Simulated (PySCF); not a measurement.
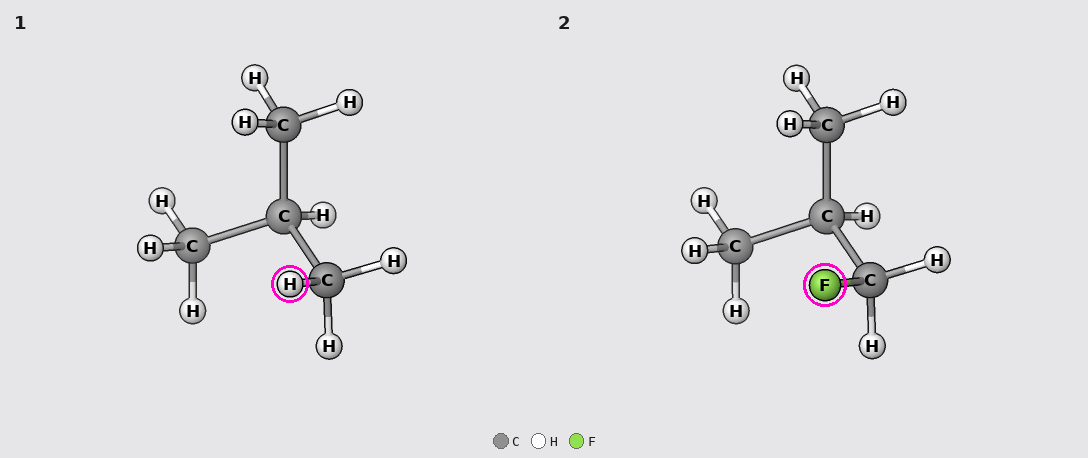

2 molecules with one skeleton, seen from the same side and at one scale; the atom that differs is circled. Each species is neutral and a spin singlet. Computed geometries: PBE0-D3(BJ)/def2-SVP optimisations, one conformation each. Properties computed with PySCF 2.14.0.

One atom differs, called X below: H in panel 1, F in panel 2. Their formulas are C4H10 (`CC(C)C`), C4H9F (`CC(C)CF`).

### In which is the length of X–C larger (PBE0-D3(BJ)/def2-SVP)?

In panel 2 (X = F).

### In which is the dipole moment larger (ωB97X-D/def2-SVPD)?

In panel 2 (X = F).

Give the values. With PBE0-D3(BJ)/def2-SVP: length of X–C (Å), mean angle X–C–H (°). With ωB97X-D/def2-SVPD: dipole moment (D), HOMO energy (Kohn–Sham orbital) (eV), HOMO–LUMO gap (eV), mean static polarisability (bohr³), lowest vertical singlet excitation (eV).

```json
{"quantity": "length of X–C (Å)", "1 (H)": "1.103", "2 (F)": "1.377", "2 − 1": "+0.274"}
{"quantity": "mean angle X–C–H (°)", "1 (H)": "107.5", "2 (F)": "108.0", "2 − 1": "+0.5"}
{"quantity": "dipole moment (D)", "1 (H)": "0.13", "2 (F)": "1.81", "2 − 1": "+1.68"}
{"quantity": "HOMO energy (Kohn–Sham orbital) (eV)", "1 (H)": "−10.87", "2 (F)": "−11.05", "2 − 1": "−0.18"}
{"quantity": "HOMO–LUMO gap (eV)", "1 (H)": "13.28", "2 (F)": "13.37", "2 − 1": "+0.09"}
{"quantity": "mean static polarisability (bohr³)", "1 (H)": "52.2", "2 (F)": "51.9", "2 − 1": "−0.3"}
{"quantity": "lowest vertical singlet excitation (eV)", "1 (H)": "9.01", "2 (F)": "9.12", "2 − 1": "+0.11"}
```
